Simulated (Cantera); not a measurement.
Input: 1 mol H₂O, 0.15 mol SO₂, 13 mol H₂, equilibrated at 0.100 bar.

Equilibrium computed with Cantera from the NASA thermochemical tables; the gas is ideal and each condensed phase is pure. Candidate condensed phases: H₂O, H₂SO₄, S; 19 gas species. Gases not in the tables: S₃ to S₇. Equilibrium is a limit: real reactors are often held back by kinetics, nucleation or transport.

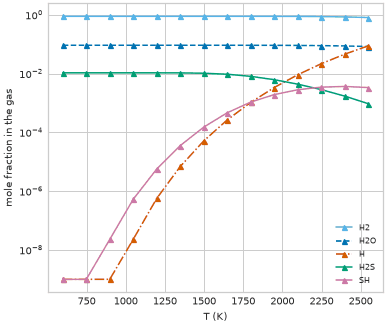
Equilibrium gas composition (values under 1e-9 drawn at 1e-9)

Problem. Read off the mole fractions at 2398 K.

Solution. H₂ about 0.86, H₂O about 0.088, H about 0.046, SH about 0.0037, H₂S about 0.0017.
